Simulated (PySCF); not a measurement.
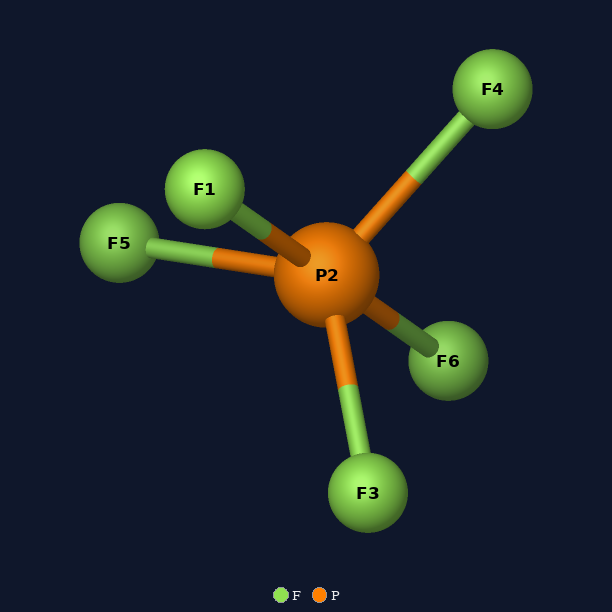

The geometry was computed by an optimisation with PBE0-D3(BJ)/def2-SVP. No frequency run is at hand to confirm it as a minimum. Method: delta-SCF UKS PBE0, pcX-2 on the ionised atom, pcseg-1 elsewhere, spin-free X2C (PySCF 2.14.0).

Give the core-electron binding energies (to vacuum; p and d levels without spin–orbit splitting) of F1 1s, P2 1s, P2 2p, F3 1s, F6 1s.

```tsv
atom	level	binding energy (eV)
F1	1s	693.3
P2	1s	2156.8
P2	2p	144.4
F3	1s	694.3
F6	1s	693.3
```
